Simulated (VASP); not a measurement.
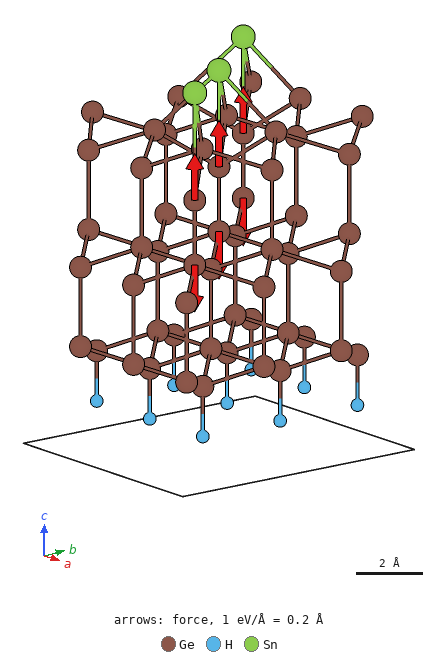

Starting geometry of a slab of composition SnGe18H3 with the computed forces as red arrows. A ball-and-stick model of the cell of the calculation, outlined in the plane, without the vacuum (origin shifted), seen slightly off an axis.

The run lets the atoms move in a fixed cell. 27 atoms are held fixed.

Theory: Kohn-Sham DFT of a periodic cell, PBEsol, VASP PAW PBE potentials, minimal (VASP).

The input:
```
SYSTEM = SnGe18H3
PREC     = Accurate       ! precision mode
ENCUT    = 300            ! plane-wave cutoff, eV
EDIFF    = 1E-7           ! SCF threshold, eV
ISMEAR   = 0              ! smearing method
SIGMA    = 0.03           ! smearing width, eV
LREAL    = .FALSE.        ! projectors in reciprocal space
LASPH    = .TRUE.         ! aspherical terms in the spheres
NELM     = 80             ! most SCF steps
ALGO     = Normal         ! electronic algorithm
ISIF     = 2              ! what is computed and relaxed
LWAVE    = .FALSE.        ! write WAVECAR
LCHARG   = .FALSE.        ! write CHGCAR
GGA      = PS             ! functional
IBRION   = 2              ! ionic algorithm
NSW      = 60             ! ionic steps
EDIFFG   = -0.02          ! ionic threshold
KPAR     = 2
```

Command:
```bash
cat potpaw_PBE.64/Ge/POTCAR potpaw_PBE.64/H/POTCAR potpaw_PBE.64/Sn/POTCAR > POTCAR
mpirun -np 8 vasp_std > vasp.out
```

### What follows when this structure is relaxed?

It isn't relaxed: the largest force vector, on Ge atoms, is 7.53 eV/Å. The final displacements follow the starting forces only in part (cosine between the two patterns 0.64). Over 25 geometry steps the energy falls by 3.914 eV per cell of the calculation. Largest force component: 7.5 eV/Å at the start, 0.32 eV/Å at the end. The largest moves, 0.32 Å, are those of Ge atoms. By element the largest moves are Ge 0.32 Å, Sn 0.19 Å. H stays in place. The cell doesn't change. Some distances before and after: Ge–Ge 2.016 → 2.410 Å, Ge–Sn 3.332 → 3.067 Å, Ge–Sn 2.988 → 2.819 Å, Ge–Ge 2.466 → 2.524 Å. Bond angles that change, for instance: Ge–Ge–Ge 109.5° → 100.4°, Ge–Ge–Ge 109.5° → 100.8°, Ge–Ge–Ge 109.5° → 102.0°.
